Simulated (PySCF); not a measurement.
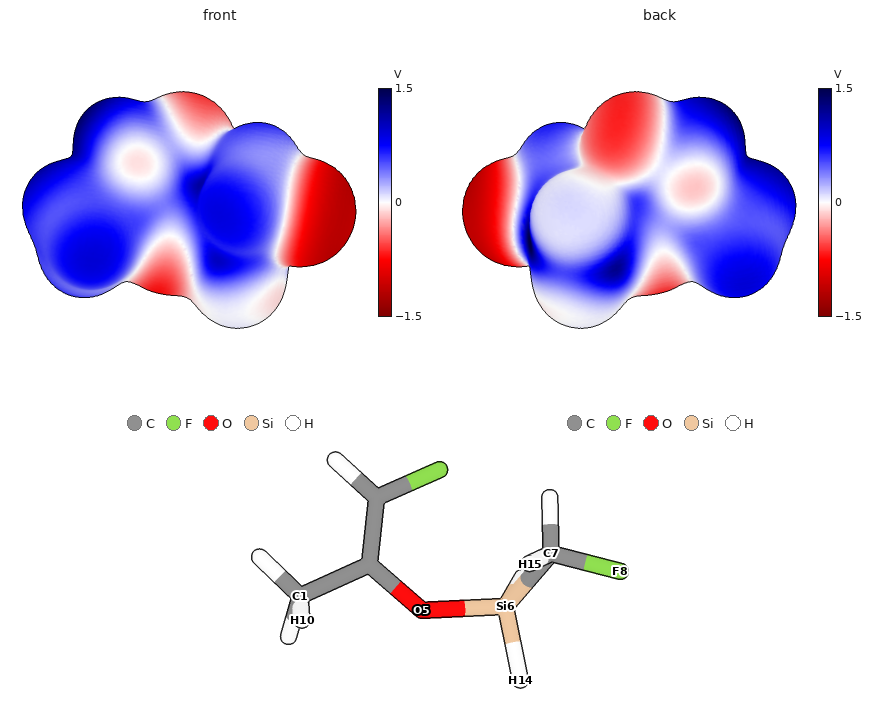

Figure 1: C$_{4}$H$_{8}$F$_{2}$OSi. The electrostatic potential painted on the density surface at 0.002 e/bohr³, seen from the front and from behind; the colour scale runs from red (negative) to blue (positive). The bare structure is drawn below in the same view.

Geometry: GFN2-xTB.

Theory: CAM-B3LYP/def2-SVPD, SCF density, gas phase (PySCF 2.14.0).

The calculation's input:

```
{"job": {"kind": "uv", "xc": "CAM-B3LYP", "basis": "def2-SVPD", "nstates": 8, "ntriplets": 3}, "charge": 0, "multiplicity": 1}
C     -2.362929    -1.044558    -0.011108
C     -1.152926    -0.208768    -0.295859
C     -1.247568     1.071012    -0.635822
F     -0.144865     1.818959    -0.887773
O      0.009092    -0.874242    -0.173854
Si     1.589206    -0.502458    -0.378638
C      2.173788     0.738983     0.964157
F      3.545519     0.664583     1.122865
H     -2.391245    -1.888307    -0.698011
H     -2.299632    -1.442899     1.000001
H     -3.271985    -0.462048    -0.115777
H     -2.162601     1.625336    -0.743394
H      1.876390     0.040212    -1.701938
H      2.132414    -1.828078    -0.121357
H      1.744992     0.520013     1.947518
H      1.954751     1.781205     0.717578
```

Run with:

```sh
OMP_NUM_THREADS=1 python probes_run.py task.json out
```

Where is the surface potential most negative and most positive?

Answer. The most negative region (about −1.1 V) lies over F8, the most positive (about +1.4 V) over Si6 and H12.

What dipole moment does the calculation give?

Answer. Its dipole moment is 3.21 D.
